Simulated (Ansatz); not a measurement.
BF₄H

Input file:

```
crystal:
  periodic: [false, false, false]
  atoms:
    - { symbol: F, position_ang: [0.0075, -0.3999, -1.4434] }
    - { symbol: H, position_ang: [0.0071, 0.4481, -1.8463] }
    - { symbol: F, position_ang: [0.3272, 1.2058, 0.4933] }
    - { symbol: B, position_ang: [-0.0021, -0.0355, 0.7766] }
    - { symbol: F, position_ang: [0.9238, -0.8899, 1.095] }
    - { symbol: F, position_ang: [-1.2636, -0.3285, 0.9248] }
basis:
  gaussian: { orbitals: "6-31G*" }
hamiltonian:
  xc: hf
relax:
  f_tol: 0.02
  max_steps: 40
scf:
  lower_state_search: "off"
output:
  orbitals: {}
```

Run with:

```sh
ansatz run input.yaml --threads 1 --pin off --max-ram 2048MiB --backend cpu --events-out ev --progress --plain --runs-dir out
```

The fields are those of the relaxed geometry.

At this geometry the atoms fall into two loosely joined parts.

These are results of RHF/6-31G* (Ansatz 0.2.0), not measurements.

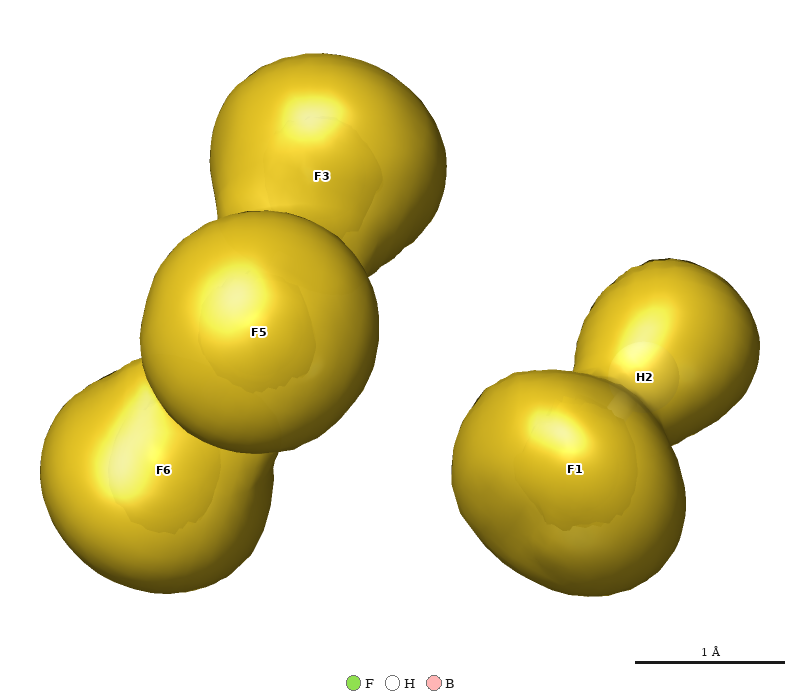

Figure 1. Isosurface of the electron localisation function at 0.75 (yellow), seen at a tilt. Only the valence region is drawn (cores and ρ < 0.01 e/Å³ removed).

Describe the localisation domains.

Answer. At this value the surface marks out three regions on F in which the atom's valence shell and bonds are merged and one joined region spread over several atoms (F, H), in which their bonds and any lone pairs are merged. Profiles from the grid: B–F (1.30 Å): the ELF peaks at about 0.85 between the atoms, as expected for a polar covalent bond. F–H (0.91 Å): the ELF climbs to about 1 towards the hydrogen, as it does in any bond to H; an ordinary covalent bond to hydrogen.

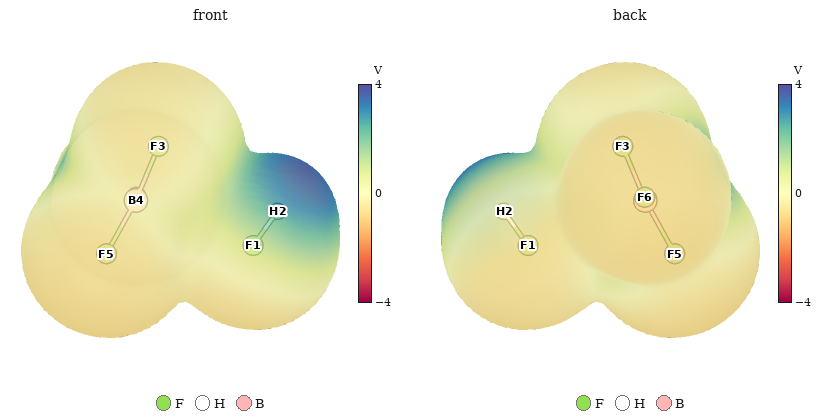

Figure 2. The molecular electrostatic potential painted on the density surface at 0.001 e/bohr³, seen from the front and from behind; red is negative and blue positive.

Describe the electrostatic potential map.

Answer. The most negative region (about −0.7 V, or −16 kcal/mol for a unit charge) lies over F5 and F6, the most positive (about +3.7 V, or +85 kcal/mol for a unit charge) over H2.

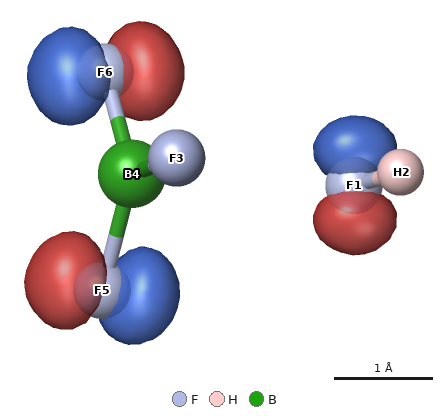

Figure 3. The HOMO−1 at ±0.3 Å⁻³ᐟ² (blue and red are the two phases), seen from one side.

Describe this orbital and give its energy.

Answer. By Hirshfeld shares it lies mainly on F6 (about 35 %), F5 (about 35 %) and F1 (about 20 %); largely a combination of lone pairs on F6, F5 and F1. Its energy is −17.87 eV.

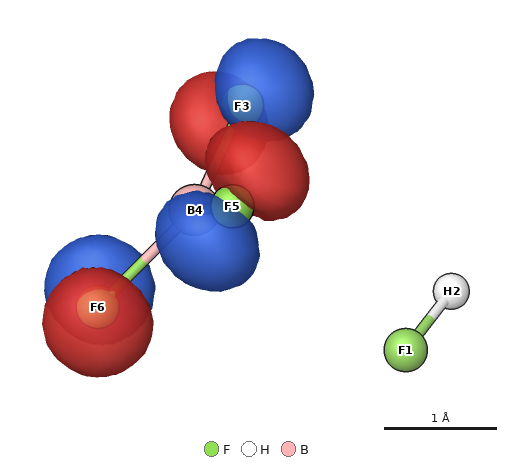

Figure 4. The HOMO at ±0.3 Å⁻³ᐟ² (red and blue are the two phases), seen at a tilt.

Describe this orbital and give its energy.

Answer. Its weight (Hirshfeld) is mainly on F6 (about 35 %), F5 (about 35 %) and F3 (about 30 %); largely a combination of lone pairs on F6, F5 and F3. Its energy is −17.31 eV.
